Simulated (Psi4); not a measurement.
**PNH4 (SMILES N=[PH3]): HF/cc-pwCVQZ (density fitting, sweep point 8)**

What is the vertical ionisation energy of PNH4 at HF/cc-pwCVQZ (density fitting, sweep point 8)? 

The calculation is run with Psi4 1.11.

**1. The system as given**

PNH4: 6 atoms, total charge 0, spin state singlet. As SMILES, `N=[PH3]`. The shape is that of a GFN2-xTB optimisation.

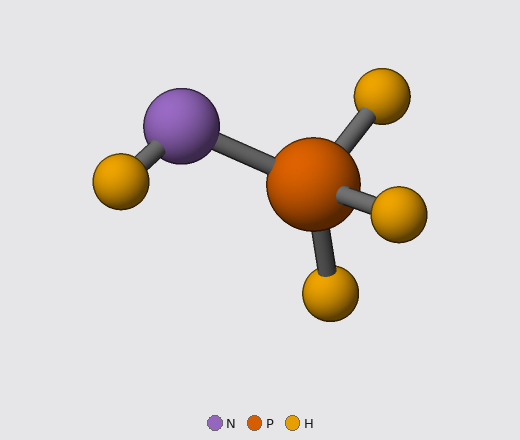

The structure, seen from a chosen angle (nitrogen purple, phosphorus orange, hydrogen amber).

**2. The energy at HF/cc-pwCVQZ (density fitting, sweep point 8)**

input.dat

```
memory 1600 MB

molecule {
  N      0.614450    -0.712610     0.868100
  P     -0.156770     0.225050    -0.081540
  H      1.035260    -1.519270     0.433750
  H     -1.299680    -0.179570    -0.781270
  H      0.465280     0.930830    -1.118320
  H     -0.658550     1.255570     0.679280
  units angstrom
  symmetry c1
}

set {
  basis cc-pwCVQZ
  puream true
  scf_type df
}

result, w = energy('hf', return_wfn=True)
print_variables()
```

On the command line:

```console
$ psi4 input.dat output.dat -n 1
```

output.dat:

```text
[...]
  Running in c1 symmetry.
[...]
  Nuclear repulsion =   66.191009531758780
[...]
  Multiplicity = 1
[...]
  Nalpha       = 13
  Nbeta        = 13
[...]
    Number of basis functions: 313
[...]
   @DF-RHF iter   1:  -397.35321828320963   -1.04645e-01   1.86712e-03 ADIIS/DIIS
[...]
   @DF-RHF iter   8:  -397.52120337857912   -1.43321e-07   2.39100e-07 DIIS
[...]
    Orbital Energies [Eh]
    ---------------------
    Doubly Occupied:
       1A    -80.003562     2A    -15.491653     3A     -7.539772
       4A     -5.436694     5A     -5.436215     6A     -5.435125
       7A     -1.124348     8A     -0.849059     9A     -0.629885
      10A     -0.582061    11A     -0.560682    12A     -0.412238
      13A     -0.367972
[...]
  @DF-RHF Final Energy:  -397.52120337857912
   => Energetics <=
    Nuclear Repulsion Energy =             66.1910095317587803
    One-Electron Energy =                -679.6859719259100530
    Two-Electron Energy =                 215.9737590155721136
    Total Energy =                       -397.5212033785791164
[...]
 Multipole Moments:
 ------------------------------------------------------------------------------------
     Multipole            Electronic (a.u.)      Nuclear  (a.u.)        Total (a.u.)
 ------------------------------------------------------------------------------------
 L = 1.  Multiply by 2.5417464519 to convert [e a0] to [Debye]
 Dipole X            :         -0.0208322           -0.4762264           -0.4970586
 Dipole Y            :          0.0512884            0.3972499            0.4485383
 Dipole Z            :          0.0625084           -1.1746566           -1.1121482
 Magnitude           :                                                    1.2981246
[...]
```

Run time: 7.2 s. Hardware: 1 thread of Intel Xeon Platinum 8259CL at 2.50GHz (Skylake/Cascade Lake), shared host; peak memory 0.72 GiB.

**3. The doublet cation**

job.in

```
memory 1600 MB

molecule {
  1 2
  N      0.614450    -0.712610     0.868100
  P     -0.156770     0.225050    -0.081540
  H      1.035260    -1.519270     0.433750
  H     -1.299680    -0.179570    -0.781270
  H      0.465280     0.930830    -1.118320
  H     -0.658550     1.255570     0.679280
  units angstrom
  symmetry c1
}

set {
  basis cc-pwCVQZ
  reference uhf
  puream true
  scf_type df
  maxiter 150
}

energy("hf")
print_variables()
```

On the command line:

```console
$ psi4 -n 1 job.in job.out
```

job.out:

```text
[...]
  Running in c1 symmetry.
[...]
  Nuclear repulsion =   66.191009531758780
[...]
  Multiplicity = 2
[...]
  Nalpha       = 13
  Nbeta        = 12
[...]
    Number of basis functions: 313
[...]
   @DF-UHF iter   1:  -397.07659084981356    1.71982e-01   1.36749e-03 ADIIS/DIIS
[...]
   @DF-UHF iter  10:  -397.23519316832005   -1.64330e-07   2.40850e-07 DIIS
[...]
   @S^2 Observed:                7.604781118E-01
[...]
    Orbital Energies [Eh]
    ---------------------
    Alpha Occupied:
       1A    -80.269093     2A    -15.873657     3A     -7.811144
       4A     -5.707254     5A     -5.706687     6A     -5.706559
       7A     -1.513769     8A     -1.131333     9A     -0.952807
      10A     -0.886050    11A     -0.841077    12A     -0.763122
      13A     -0.750212
    Alpha Virtual:
      14A     -0.112536    15A     -0.075277    16A     -0.052912
      17A     -0.043394    18A     -0.025686    19A      0.023986
      20A      0.033013    21A      0.100268    22A      0.103237
      23A      0.125429    24A      0.136644    25A      0.140534
[...]
  @DF-UHF Final Energy:  -397.23519316832005
   => Energetics <=
    Nuclear Repulsion Energy =             66.1910095317587803
    One-Electron Energy =                -672.0765967640666076
    Two-Electron Energy =                 208.6503940639877328
    Total Energy =                       -397.2351931683200519
  UHF NO Occupations:
  HONO-2 :   11  A 1.9984502
  HONO-1 :   12  A 1.9974506
[...]
 Multipole Moments:
 ------------------------------------------------------------------------------------
     Multipole            Electronic (a.u.)      Nuclear  (a.u.)        Total (a.u.)
 ------------------------------------------------------------------------------------
 L = 1.  Multiply by 2.5417464519 to convert [e a0] to [Debye]
 Dipole X            :          0.3311310           -0.4762264           -0.1450955
 Dipole Y            :         -0.4332799            0.3972499           -0.0360300
 Dipole Z            :          0.3084100           -1.1746566           -0.8662467
 Magnitude           :                                                    0.8790530
[...]
```

It took 9 s on 1 thread of Intel Xeon Platinum 8259CL at 2.50GHz (Skylake/Cascade Lake), shared host; peak memory 0.72 GiB.

**4. Summary of results**

Level: HF/cc-pwCVQZ (density fitting, sweep point 8).

| quantity | value |
| --- | --- |
| singlet PNH4: total energy | -397.52120 Eh |
| singlet PNH4: dipole moment | 3.30 D |
| singlet PNH4: HOMO energy | -10.01 eV |
| singlet PNH4: LUMO energy | 2.92 eV |
| singlet PNH4: HOMO–LUMO gap | 12.93 eV |
| doublet cation: total energy | -397.23519 Eh |
| doublet cation: HOMO energy (highest over α and β) | -19.53 eV |
| doublet cation: LUMO energy (lowest over α and β) | -6.13 eV |
| doublet cation: ⟨S²⟩ | 0.760 |
| vertical ionisation energy (to the doublet cation) | 7.783 eV |

What this shows: Removing an electron at fixed nuclei costs 7.78 eV (751 kJ/mol). −ε(HOMO) before ionisation, 10.01 eV, is 2.23 eV above this ionisation energy.
